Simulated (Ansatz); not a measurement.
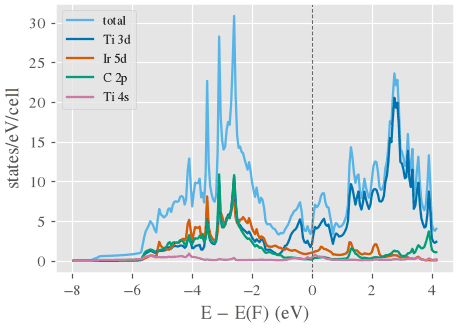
Figure. Total and projected density of states of Ti₃IrC₂ in space group P6_3/mmc (No. 194; Ti on 4f, Ti on 2a, Ir on 2b, C on 4f), PBE (plane waves, PAW; program Ansatz)

Which orbitals carry the states next to the Fermi level?

Within 0.5 eV of the Fermi level: Ti 3d 62 %, Ir 5d 19 %, Ti 4s 7 %, outside the projected shells 5 %. Projections are on Löwdin-orthogonalised atomic valence shells; empty p or d shells of many metals are not among them.

Where is the tallest occupied peak in this window, and what makes it?

Near -2.6 eV, about 31 states/eV per cell; the largest projected share is C 2p.

The start of the workflow was typed in or built on a structure type; neither database checked (COD, Materials Project) lists it. Its standing as an ambient phase is unchecked. The PBE relaxation kept the symmetry of its start; whether a distortion lowers the energy is not shown. The run is not spin-polarised. Spin–orbit coupling is left out wherever it is not named.

Potentials: the earlier of the program's two PAW sets.
